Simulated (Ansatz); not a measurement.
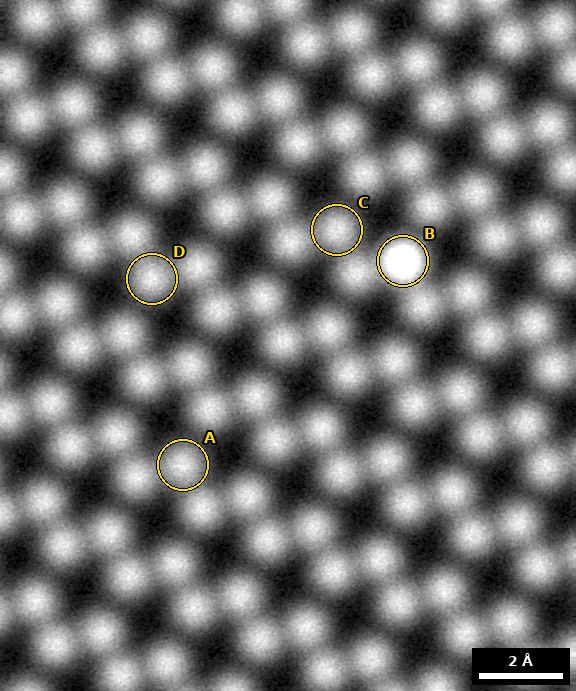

Z-contrast image of Zn (P6_3/mmc, No. 194) along [201]. Simulation: incoherent imaging, intensity Z^1.7 per atom, probe width 0.80 Å, thin sample. The display is stretched by a gamma of 0.65; percentages refer to the linear signal. Shot noise and a slight drift were added.

The sample is 4 repeats (28.5 Å) thick. One point defect was put into the perfect crystal, without relaxing the atoms around it. Brightness is counted from the darkest point of the image. Host structure: the end point of a relaxation with DFT PBEsol, scalar-relativistic, plane waves, PAW in Ansatz 0.2.0.

### Which ringed column holds the defect, and does it scatter more or less than its equals?

B; it scatters more. The column holds 4 atoms (Zn) through the sample, and one Zn atom is replaced by Hg, so its peak rises to about 210 % of that of its equals.
